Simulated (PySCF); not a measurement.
C$_{5}$H$_{10}$BClS (SMILES ClB1CCCSCC1)

Input file:

```
{"job": {"kind": "nmr", "xc": "PBE0", "basis": "pcSseg-1"}, "charge": 0, "multiplicity": 1}
Cl    -1.407087    -2.533370    -1.346922
B     -0.810144    -1.257822    -0.372276
C      0.727238    -1.288233     0.036724
C      1.578468    -0.155349    -0.571532
C      1.422442     1.181354     0.136056
S     -0.150449     2.038203    -0.187148
C     -1.302979     1.056340     0.828412
C     -1.854232    -0.152231     0.080402
H      0.835300    -1.234035     1.124591
H      1.178636    -2.234180    -0.270215
H      2.632325    -0.438903    -0.504680
H      1.334273    -0.033650    -1.628248
H      2.181673     1.880314    -0.215128
H      1.518965     1.072151     1.217264
H     -2.104086     1.747781     1.089989
H     -0.773913     0.768718     1.736277
H     -2.617113    -0.623593     0.711409
H     -2.398076     0.212822    -0.796596
```

Command:

```sh
OMP_NUM_THREADS=1 python probes_run.py task.json out
```

Geometry: GFN2-xTB.

Level of theory: PBE0/pcSseg-1, SCF density, gas phase, non-relativistic in PySCF 2.14.0.

What will maps of the electron density and electron localisation function show?

Answer. C–C (1.52 Å): the density is about 1.6 e/Å³ at the midpoint; the ELF peaks at about 0.95 between the atoms (a shared electron pair).
C–B (1.59 Å): ρ is about 1.4 e/Å³ halfway; the ELF peaks at about 1 between the atoms; a shared electron pair.
B–Cl (1.71 Å): the density is about 1.4 e/Å³ at the midpoint; the ELF peaks at about 0.90 between the atoms (a shared but strongly polarised pair).
C–H (1.09 Å): ρ at the midpoint is about 2 e/Å³; the ELF climbs to about 1 towards the hydrogen, as it does in any bond to H (a covalent bond by its length).

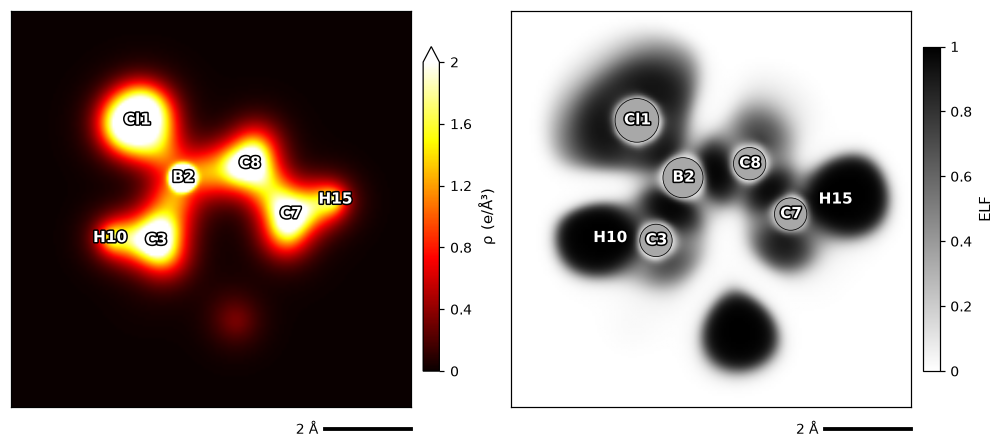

Computed electron density and electron localisation function on the plane of atoms C3, B2 and C8, in this order. Grey discs cover the atomic cores in the ELF map. 
